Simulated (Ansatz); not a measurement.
System: GeSe2 (charge +1, doublet).

```yaml
atoms:
  - { symbol: Ge, position_ang: [-0.7241, 1.1495, -0.4457] }
  - { symbol: Se, position_ang: [1.3221, -0.1411, -0.2193] }
  - { symbol: Se, position_ang: [-0.5980, -1.0083, 0.6650] }
```

Geometry: PBE0-D4/def2-TZVP.

The calculation used Ansatz 0.2.0, UKS PBE0-D4/def2-TZVP.

Question: What can the converged electron density, electron localisation function and spin density tell about the bonding?

Answer: Se–Se (2.28 Å): ρ is about 0.76 e/Å³ halfway; the ELF peaks at about 0.70 between the atoms.
Ge–Se (2.43 Å): ρ at the midpoint is about 0.56 e/Å³; the ELF peaks at about 0.70 in the valence shell of Se, 1.1 Å from its nucleus, and is about 0.65 at the midpoint.
The unpaired spin (1 electron) lies mostly on Se2 (about 0.5) and Se3 (about 0.5), in electrons by Hirshfeld's partition.

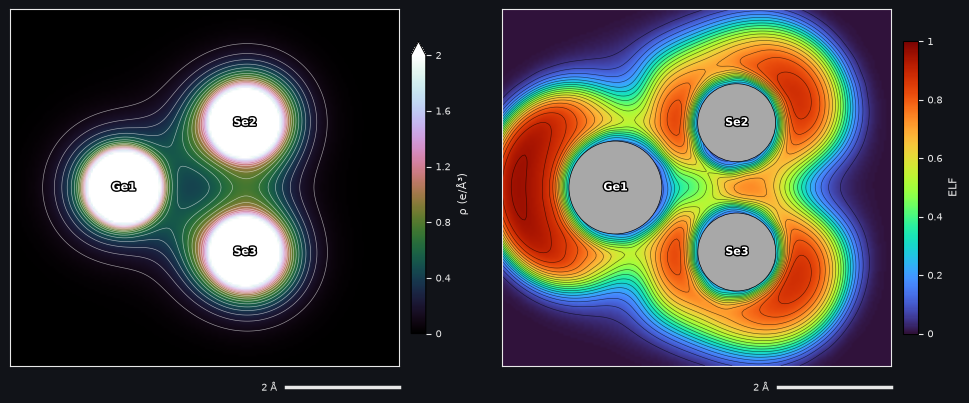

Computed electron density and electron localisation function on the molecular plane, in this order. Grey discs cover the atomic cores in the ELF map. 
